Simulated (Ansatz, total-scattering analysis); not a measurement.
# From S(Q) to neighbour shells

The sample: B2O3 (B 40.0, O 60.0 atom %) at 1500 K, fixed volume (mean pressure -1.5 GPa), ρ₀ = 0.0670 Å⁻³. The data come from ab initio molecular dynamics with Ansatz (LDA, plane waves, PAW default files, Langevin thermostat, no spin, fixed volume). The average runs over 1.27 ps of 70 atoms, so shells between rare elements are rough. Mean temperature 1501 K, largest m.s.d. 0.87 Å², energy drift +9 meV an atom (last third less first, no steady trend), Langevin friction 10 ps⁻¹; the first quarter of the run is discarded. Start: last frame of a classical run of this cell at the same density and temperature. So short a stretch relaxes bonds and nearest shells but still remembers its start. It is a melt by its history, in a run too short to show flow.

The totals are in Faber–Ziman form. Below 4 Å⁻¹ the partials are summed on the cell's own reciprocal vectors (from 0.62 Å⁻¹) and folded with a Gaussian of σ = 0.14 Å⁻¹; above it they are transforms of g(r) out to 6.9 Å, tapered over the last 40 %. The fold lowers sharp peaks, and with so few vectors their positions are good to about 0.1 Å⁻¹. X-rays take neutral-atom form factors, neutrons coherent lengths (B 6.65, O 5.8037 fm). Boron is taken as ¹¹B. G(r) = 4πrρ₀[g(r) − 1] carries the resolution of a Lorch-windowed transform up to 20 Å⁻¹. The patterns are simulated, not measured. The cell is small: beyond half the box only the part of each shell inside it is counted, and low-Q values rest on few vectors.

| Q (Å⁻¹) | X-ray | neutron |
| --- | --- | --- |
| 0.6 | 0.73 | 0.82 |
| 0.9 | 1.29 | 1.42 |
| 1.2 | 1.17 | 1.32 |
| 1.5 | 1.20 | 1.38 |
| 1.8 | 0.86 | 1.04 |
| 2.1 | 0.88 | 1.10 |
| 2.4 | 0.77 | 0.98 |
| 2.7 | 0.78 | 0.81 |
| 3.0 | 0.99 | 0.69 |
| 3.3 | 1.02 | 0.66 |
| 3.6 | 0.87 | 0.69 |
| 3.9 | 0.76 | 0.70 |
| 4.2 | 0.72 | 0.73 |
| 4.5 | 0.74 | 0.76 |
| 4.8 | 0.82 | 0.88 |
| 5.1 | 1.02 | 1.12 |
| 5.4 | 1.30 | 1.39 |
| 5.7 | 1.48 | 1.52 |
| 6.0 | 1.44 | 1.42 |
| 6.3 | 1.23 | 1.20 |
| 6.6 | 1.01 | 1.00 |
| 6.9 | 0.87 | 0.88 |
| 7.2 | 0.81 | 0.82 |
| 7.5 | 0.78 | 0.80 |
| 7.8 | 0.80 | 0.80 |
| 8.1 | 0.86 | 0.85 |
| 8.4 | 0.94 | 0.91 |
| 8.7 | 1.00 | 0.97 |
| 9.0 | 1.03 | 1.01 |
| 9.3 | 1.03 | 1.03 |
| 9.6 | 1.02 | 1.04 |
| 9.9 | 1.04 | 1.07 |
| 10.2 | 1.07 | 1.10 |
| 10.5 | 1.11 | 1.14 |
| 10.8 | 1.13 | 1.14 |
| 11.1 | 1.10 | 1.09 |
| 11.4 | 1.04 | 1.02 |
| 11.7 | 0.97 | 0.95 |
| 12.0 | 0.92 | 0.91 |

G(r):

X-ray, r (Å) and value: 1.0 -1.08, 1.1 -0.92, 1.2 0.68, 1.3 2.91, 1.4 3.44, 1.5 1.67, 1.6 -0.62, 1.7 -1.66, 1.8 -1.59, 1.9 -1.43, 2.0 -1.30, 2.1 -0.74, 2.2 0.54, 2.3 1.95, 2.4 2.40, 2.5 1.63, 2.6 0.35, 2.7 -0.54, 2.8 -0.87, 2.9 -0.95, 3.0 -0.88, 3.1 -0.75, 3.2 -0.62, 3.3 -0.45, 3.4 -0.20, 3.5 0.08, 3.6 0.24, 3.7 0.18, 3.8 -0.09, 3.9 -0.34, 4.0 -0.39, 4.1 -0.28, 4.2 -0.11, 4.3 0.07, 4.4 0.22, 4.5 0.31, 4.6 0.32, 4.7 0.26, 4.8 0.11, 4.9 -0.09, 5.0 -0.24, 5.1 -0.29, 5.2 -0.26, 5.3 -0.20, 5.4 -0.15, 5.5 -0.10, 5.6 -0.02, 5.7 0.08, 5.8 0.16, 5.9 0.22, 6.0 0.24

neutron, r (Å) and value: 1.0 -0.92, 1.1 -0.69, 1.2 1.20, 1.3 3.84, 1.4 4.50, 1.5 2.45, 1.6 -0.20, 1.7 -1.42, 1.8 -1.48, 1.9 -1.54, 2.0 -1.59, 2.1 -1.21, 2.2 -0.27, 2.3 0.82, 2.4 1.40, 2.5 1.14, 2.6 0.32, 2.7 -0.41, 2.8 -0.78, 2.9 -0.86, 3.0 -0.73, 3.1 -0.54, 3.2 -0.36, 3.3 -0.15, 3.4 0.14, 3.5 0.44, 3.6 0.60, 3.7 0.48, 3.8 0.10, 3.9 -0.28, 4.0 -0.46, 4.1 -0.47, 4.2 -0.41, 4.3 -0.32, 4.4 -0.20, 4.5 -0.09, 4.6 0.01, 4.7 0.06, 4.8 0.05, 4.9 -0.02, 5.0 -0.09, 5.1 -0.13, 5.2 -0.11, 5.3 -0.05, 5.4 0.00, 5.5 0.04, 5.6 0.10, 5.7 0.18, 5.8 0.24, 5.9 0.26, 6.0 0.24

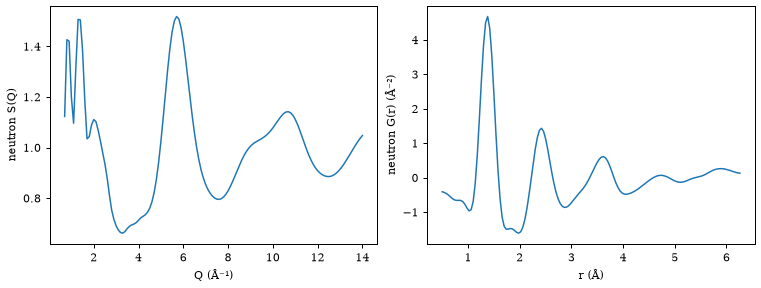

Q: Assign the low-r maxima. Which coordination numbers can be read off, and what are they?

Each pair enters with the weight ci cj fi fj (2 − δij)/⟨f⟩², taking f = Z for X-rays at Q = 0: O–O 0.50 / 0.32; B–O 0.42 / 0.49; B–B 0.09 / 0.19 (X-ray / neutron).

| radiation | maximum (Å) | G (Å⁻²) | pairs that make it (share of the curvature of G, each pair at the same resolution) |
| --- | --- | --- | --- |
| X-ray | 1.37 | 3.60 | B–O 100 % |
| X-ray | 2.39 | 2.45 | O–O 99 % |
| X-ray | 3.62 | 0.25 | B–O 100 % |
| X-ray | 4.57 | 0.33 | O–O 100 % |
| neutron | 1.37 | 4.68 | B–O 100 % |
| neutron | 2.42 | 1.43 | O–O 88 %, B–B 12 % |
| neutron | 3.61 | 0.61 | B–O 99 % |

The first neutron peak is mostly one pair, so its area estimates the neighbours: ∫ r [G + 4πρ₀r] dr from 0.91 to 1.76 Å is 2.47, and times c(O)/weight = 0.600/0.491 gives 3.0 O around each B; the count from the coordinates is 3.00.

From the coordinates:

| pair | first peak (Å) | g there | first minimum (Å) | g there | neighbours |
| --- | --- | --- | --- | --- | --- |
| B–O | 1.36 | 18.2 | 1.76 | 0.01 | 3.0 O per B, 2.0 B per O |
| O–O | 2.36 | 5.0 | 2.80 | 0.47 | 4.4 |
| B–B | 2.55 | 4.0 | 3.00 | 0.31 | 3.2 |

Bonded neighbours (only these pairs count: cutoffs B–O 1.76 Å): B: 3 100 %; O: 2 100 %. Bridging oxygens per network former of four or fewer bonds: B: Q3 100 %. Oxygen by network formers bound (Si, B, P, Ge and Al count): two 100 %. O–B–O peak at 122° and B–O–B peak at 130°. These counts come from 15 frames.

Unlike atoms are nearest: the pair functions peak at 1.36 Å (B–O) and 2.36 Å (O–O). The ratio of these peaks, 1.73 (±0.04), compares with 1.73 for a triangle, 1.63 for a tetrahedron and 1.41 for an octahedron, and B has 3.0 anions. The weights that differ most between the probes (X-ray, neutron): O–O 0.50 and 0.32, B–B 0.09 and 0.19 and B–O 0.42 and 0.49.
